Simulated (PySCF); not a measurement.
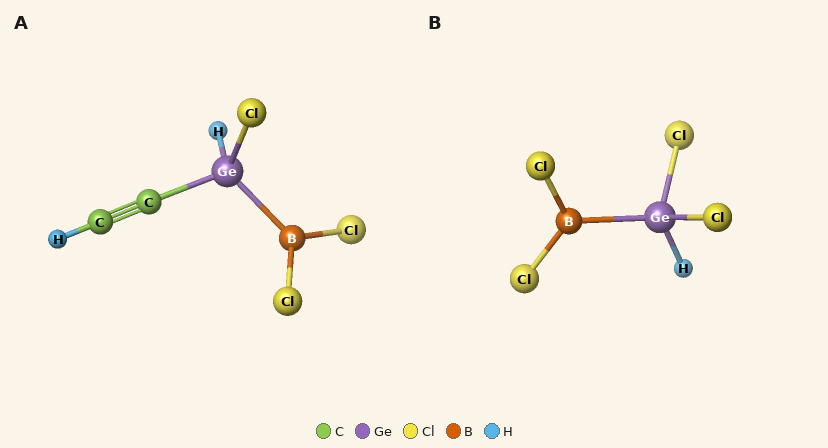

Two related species, optimised with GFN2-xTB; properties computed with PySCF 2.14.0. Both: charge 0, singlet.

> Identify both.

A is C2H2BCl3Ge, B is BCl4GeH.

Compare them. With ωB97X-D/def2-SVPD: dipole moment (D), HOMO–LUMO gap (eV), HOMO energy (Kohn–Sham orbital) (eV), lowest vertical singlet excitation (eV), mean static polarisability (bohr³). With GFN2-xTB: mean Ge–B length (Å), mean Ge–Cl length (Å), mean Ge–H length (Å).

| quantity | A | B |
| --- | --- | --- |
| dipole moment (D) | 1.95 | 2.34 |
| HOMO–LUMO gap (eV) | 9.18 | 9.30 |
| HOMO energy (Kohn–Sham orbital) (eV) | −10.05 | −10.31 |
| lowest vertical singlet excitation (eV) | 4.60 | 4.59 |
| mean static polarisability (bohr³) | 102.7 | 95.8 |
| mean Ge–B length (Å) | 2.060 | 2.087 |
| mean Ge–Cl length (Å) | 2.121 | 2.126 |
| mean Ge–H length (Å) | 1.518 | 1.533 |

Each is one conformer, and no frequency run is at hand to confirm it as a minimum.

The geometry is semi-empirical. Around B, Ge such bond lengths and angles can be off by a tenth of an ångström or more and by several degrees, and values that hang on the shape move with them.
